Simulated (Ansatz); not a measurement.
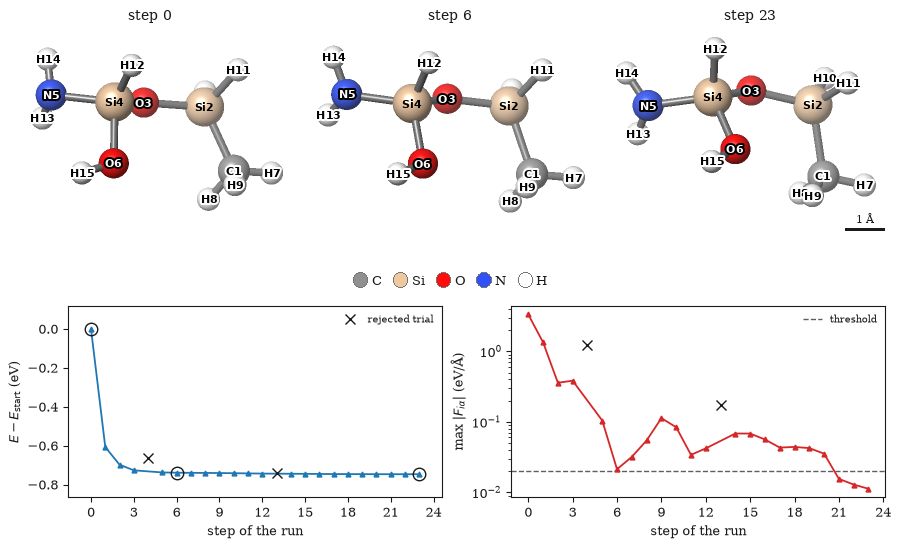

Frames of a relaxation of CH9NO2Si2, marked on the history of the run. The picture is a ball-and-stick view, seen at a tilt.

The run prepares an end point of a later path (hydrogen shift) calculation, from a guessed geometry.

Theory: Ansatz, RKS PBE/6-31G*.

The input:
```yaml
crystal:
  periodic: [false, false, false]
  atoms:
    - { symbol: C, position_ang: [-0.5568, -1.8576, 1.6112] }
    - { symbol: Si, position_ang: [0.6981, -1.5163, 0.3286] }
    - { symbol: O, position_ang: [0.3683, -0.2071, -0.6589] }
    - { symbol: Si, position_ang: [0.3688, 1.4308, -0.5252] }
    - { symbol: "N", position_ang: [-0.0822, 1.9512, -2.0869] }
    - { symbol: O, position_ang: [-1.0157, 1.8978, 0.3492] }
    - { symbol: H, position_ang: [-0.3457, -2.6925, 2.2076] }
    - { symbol: H, position_ang: [-1.542, -1.9606, 1.1246] }
    - { symbol: H, position_ang: [-0.6975, -0.9433, 2.321] }
    - { symbol: H, position_ang: [0.832, -2.7116, -0.5105] }
    - { symbol: H, position_ang: [2.0029, -1.3153, 1.0155] }
    - { symbol: H, position_ang: [1.5562, 2.0648, -0.0429] }
    - { symbol: H, position_ang: [-0.8481, 1.3594, -2.4476] }
    - { symbol: H, position_ang: [0.7016, 1.8049, -2.6416] }
    - { symbol: H, position_ang: [-1.4616, 2.6446, -0.0147] }
basis:
  gaussian: { orbitals: "6-31G*" }
hamiltonian:
  xc: pbe
relax:
  f_tol: 0.02
  max_steps: 50
```

Run as
```bash
ansatz run input.yaml --threads 2 --pin off --max-ram 3072MiB --backend cpu --events-out ev --progress --plain --runs-dir out
```

Describe the path.

Answer. H15 moves most after the best rigid fit: 0.90 Å. By element the largest moves are H 0.90 Å, O 0.67 Å, C 0.33 Å, N 0.31 Å, Si 0.29 Å. Some distances before and after: Si4–H12 1.430 → 1.497 Å, C1–H9 1.166 → 1.103 Å, C1–H7 1.048 → 1.104 Å, C1–Si2 1.827 → 1.881 Å. Among the angles between lasting bonds that change: Si4–N5–H14 105.3° → 117.1°, O3–Si4–N5 103.3° → 115.1°, N5–Si4–O6 99.9° → 109.5°. Groups turn about O3–Si4 by about 40°, Si4–O6 by about 20°. The energy falls by 0.746 eV in 21 accepted moves (23 points after the start). The largest force component goes from 3.3 to 0.011 eV/Å. The line search rejected the trial steps at points 4, 13 of the run. Cost: 95 s on 2 threads of AMD EPYC 7R43 64-Core Processor (Zen 3), with other jobs on the host, peak memory 0.19 GiB. From step 0 to 6: H14 moves most (0.47 Å), energy −0.738 eV. From step 6 to 23: O and H atoms move most (0.60 Å), energy −0.008 eV.

```tsv
step	E − E(0), eV	largest force component, eV/Å	note
0	0.0000	3.3401	
1	-0.6067	1.3445	
2	-0.6972	0.3590	
3	-0.7262	0.3833	
4	-0.6616	1.2118	rejected
5	-0.7371	0.1044	
6	-0.7384	0.0213	
7	-0.7390	0.0318	
8	-0.7396	0.0545	
9	-0.7401	0.1127	
10	-0.7410	0.0838	
11	-0.7420	0.0340	
12	-0.7429	0.0420	
13	-0.7410	0.1759	rejected
14	-0.7438	0.0683	
15	-0.7443	0.0682	
16	-0.7448	0.0563	
17	-0.7454	0.0432	
18	-0.7456	0.0441	
19	-0.7458	0.0424	
20	-0.7460	0.0353	
21	-0.7461	0.0155	
22	-0.7462	0.0129	
23	-0.7462	0.0112
```
